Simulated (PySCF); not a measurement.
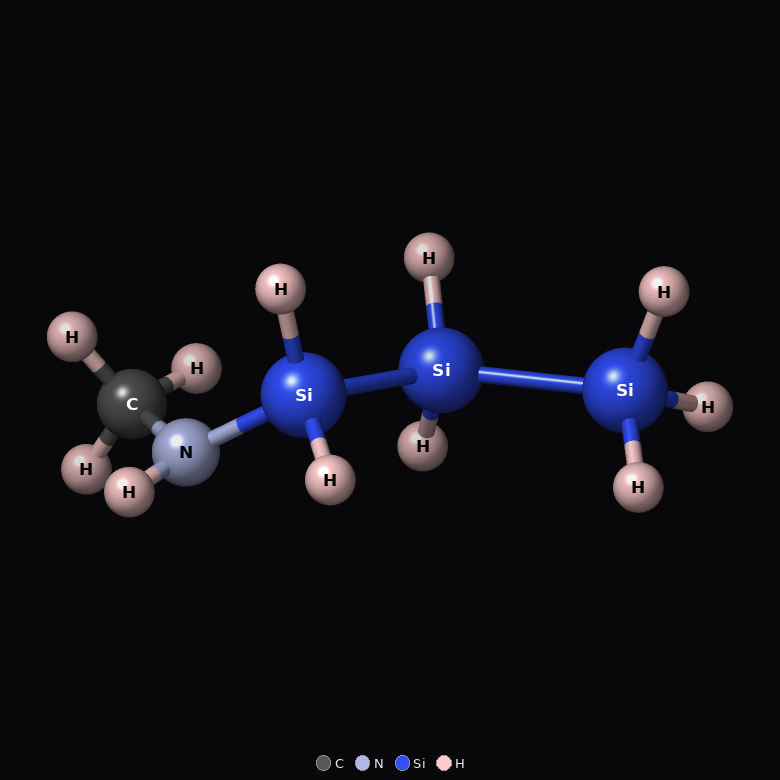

Ball-and-stick drawing of a structure. Every bond is drawn as one stick, whatever its order.

The computed structure is the end point of a GFN2-xTB optimisation. No frequency run is at hand to confirm it as a minimum.

Description:

It has 16 atoms: 1 carbon, 11 hydrogen, 1 nitrogen and 3 silicon (CH11NSi3). SMILES: `CN[SiH2][SiH2][SiH3]`. It has no ring. Among its groups: Si–H bond, Si–N bond. The point group is C1. Coordination, clear cases only: 1 C tetrahedral; 3 Si tetrahedral.

More results for the same structure follow; atom numbers are the same in all pictures, views and colours differ.

## Geometry

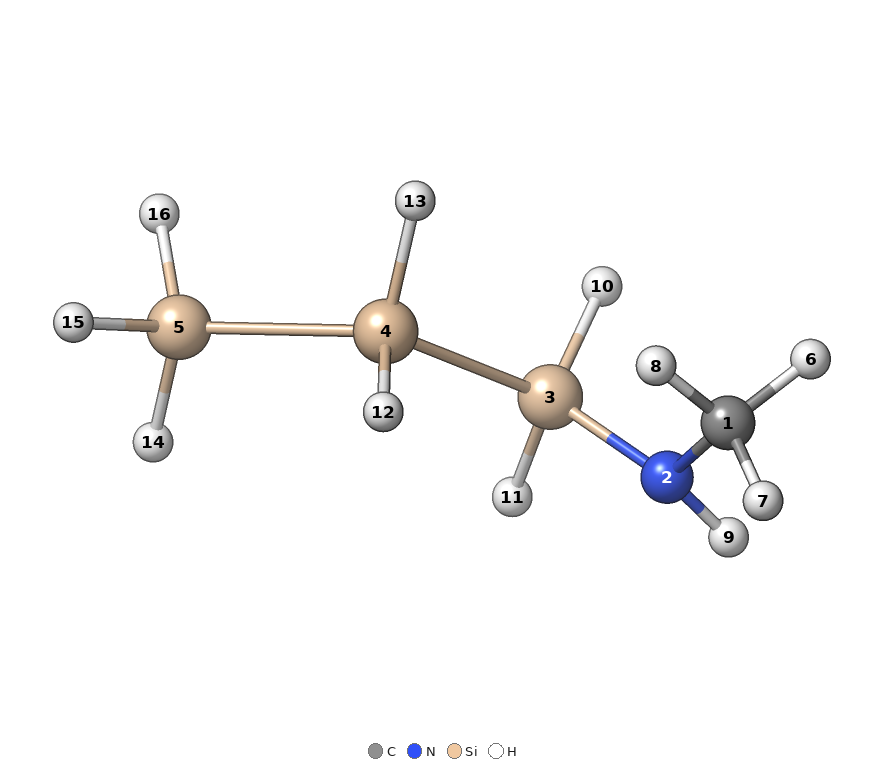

No frequency run is at hand to confirm it as a minimum.

List the bonds and their lengths.

```
   bond  length (Å)   order
  C1–N2       1.442  single
  C1–H6       1.097  single
  C1–H7       1.092  single
  C1–H8       1.089  single
 N2–Si3       1.722  single
  N2–H9       1.009  single
Si3–Si4       2.314  single
Si3–H10       1.480  single
Si3–H11       1.467  single
Si4–Si5       2.311  single
Si4–H12       1.475  single
Si4–H13       1.478  single
Si5–H14       1.467  single
Si5–H15       1.465  single
Si5–H16       1.466  single
```

## Electronic properties

No frequency run is at hand to confirm it as a minimum. Properties computed with PBE0/def2-SVPD, gas phase (PySCF 2.14.0). Excitations: vertical, linear response.

Computed properties:

- dipole moment: 1.40 D
- HOMO energy (Kohn–Sham orbital): −6.73 eV
- LUMO energy (Kohn–Sham orbital): −0.53 eV
- HOMO–LUMO gap: 6.21 eV
- mean static polarisability: 109.9 bohr³
- lowest vertical singlet excitation: 4.97 eV
- its oscillator strength: 0.004
- brightest of the 6 lowest singlets: 6.65 eV
- its oscillator strength: 0.04

## NMR shielding

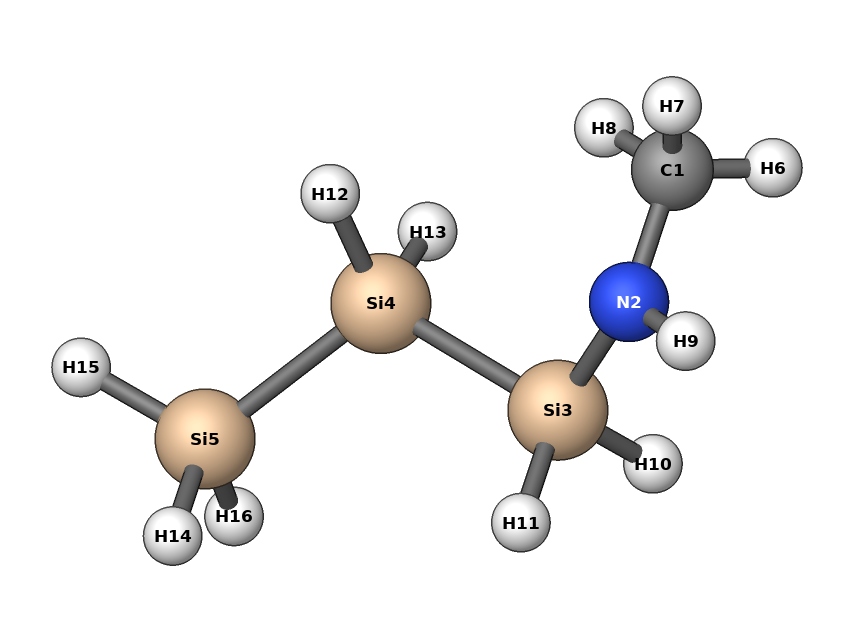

No frequency run is at hand to confirm it as a minimum. Properties computed with GIAO PBE0/pcSseg-1 NMR shielding, non-relativistic, gas phase (PySCF 2.14.0). Principal shieldings σ11 ≤ σ22 ≤ σ33, span Ω = σ33 − σ11, skew κ = 3(σiso − σ22)/Ω.

Which Si atom has the most anisotropic shielding?

Answer. Si3, with a span of 149 ppm.

Give the shielding tensors of the Si atoms.

```json
{"atom": "Si3", "σ11": "329.7", "σ22": "381.3", "σ33": "478.4", "σiso": "396.5", "Ω": "148.8", "κ": "0.31"}
{"atom": "Si4", "σ11": "459.2", "σ22": "494.1", "σ33": "498.2", "σiso": "483.8", "Ω": "39.0", "κ": "−0.79"}
{"atom": "Si5", "σ11": "453.7", "σ22": "465.4", "σ33": "482.5", "σiso": "467.2", "Ω": "28.8", "κ": "0.19"}
```

Shieldings and span in ppm.

## Quadrupole coupling

No frequency run is at hand to confirm it as a minimum. Electric field gradients from the ground-state density, PBE0/pcSseg-1 (PySCF 2.14.0), non-relativistic apart from any core potentials.

Give the largest field-gradient component, the quadrupole coupling constant and the asymmetry for 14N at N2 (Q = 20.44 mb), 2H at H6 (Q = 2.86 mb), 2H at H7 (Q = 2.86 mb), 2H at H8 (Q = 2.86 mb), 2H at H9 (Q = 2.86 mb).

| atom | V_zz (a.u.) | e²qQ/h (MHz) | η |
| --- | --- | --- | --- |
| N2 | −1.083 | −5.20 | 0.31 |
| H6 | 0.294 | 0.197 | 0.05 |
| H7 | 0.302 | 0.203 | 0.05 |
| H8 | 0.307 | 0.206 | 0.08 |
| H9 | 0.420 | 0.282 | 0.19 |

## Charges

The questions are on ESP-fitted charges. No frequency run is at hand to confirm it as a minimum. Properties computed with PBE0/pcSseg-1, gas phase (PySCF 2.14.0).

Which atom carries the highest charge (most positive or least negative)?

Answer. Si3 (0.50 e).

And the lowest?

Answer. N2 (−0.72 e).

Give the ESP-fitted charges atom by atom.

```csv
atom,value (e)
C1,0.00
N2,−0.72
Si3,0.50
Si4,0.04
Si5,0.21
H6,0.05
H7,0.06
H8,0.06
H9,0.36
H10,−0.13
H11,−0.13
H12,−0.04
H13,−0.05
H14,−0.07
H15,−0.06
H16,−0.07
```

The geometry is semi-empirical. Around Si such bond lengths and angles can be off by a tenth of an ångström or more and by several degrees, and values that hang on the shape move with them.
